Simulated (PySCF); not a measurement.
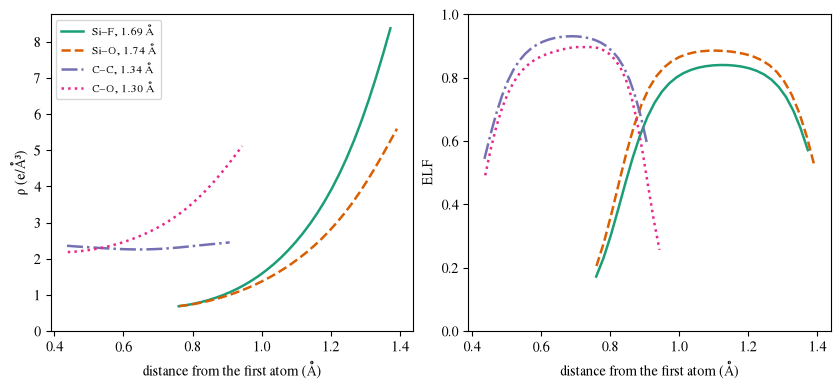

C$_{3}$H$_{6}$FOSi (SMILES C=C(C)O[SiH-]F) (charge −1). Electron density and ELF along straight lines between neighbouring atoms. The curves leave out the atomic cores.

Geometry: GFN2-xTB.

The calculation used PBE0/def2-SVPD, SCF density, gas phase (PySCF 2.14.0).

```xyz
12

C    -1.2946   -0.6823   -1.2714
C    -0.3889   -0.2532   -0.3755
C    -0.8211    0.4362    0.8924
O     0.8912   -0.4084   -0.5496
Si    2.1040   -0.1722    0.6743
F     3.3932   -0.3637   -0.4001
H    -0.9946   -1.1788   -2.1784
H    -2.3508   -0.5440   -1.1100
H    -0.4376    1.4566    0.9062
H    -1.9051    0.4529    0.9934
H    -0.3571   -0.0866    1.7329
H     2.1626    1.3428    0.6597
```

Compare the contacts.

Answer. Si–F (1.69 Å): the density is about 0.85 e/Å³ at the midpoint; the ELF peaks at about 0.85 in the valence shell of F, 0.6 Å from its nucleus, and is about 0.45 at the midpoint.
Si–O (1.74 Å): ρ at the midpoint is about 0.89 e/Å³; the ELF peaks at about 0.90 between the atoms; a shared but strongly polarised pair.
C–C (1.34 Å): ρ at the midpoint is about 2.3 e/Å³; the ELF peaks at about 0.95 between the atoms; a short, multiple covalent bond.
C–O (1.30 Å): the density is about 2.6 e/Å³ at the midpoint; the ELF peaks at about 0.90 between the atoms (a polar covalent bond).
